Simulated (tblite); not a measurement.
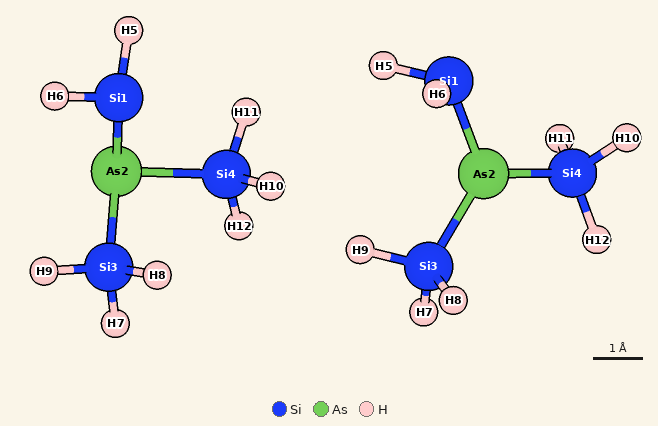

Two geometries of Si3AsH8 (multiplicity 2), drawn at one scale. One is the start of a relaxation, the other its converged end. The picture is a ball-and-stick view, seen at a tilt.

Computed with tblite, GFN2-xTB geometry optimisation, gas phase. 

**Which geometry has the lower energy?**

The left one is the relaxed one. After 192 geometry steps the energy has fallen by 0.958 eV. The largest move after the best rigid fit is that of H5, 1.69 Å. Largest moves by element: H 1.69 Å, As 1.08 Å, Si 0.35 Å. Among the contacts that change: As2–Si4 2.228 → 2.315 Å, Si1–As2 2.245 → 2.326 Å, As2–Si3 2.244 → 2.315 Å, Si3–H9 1.487 → 1.470 Å. Among the angles between lasting bonds that change: Si3–As2–Si4 120.7° → 99.3°, Si1–As2–Si4 120.1° → 99.9°, Si1–As2–Si3 119.2° → 99.0°.
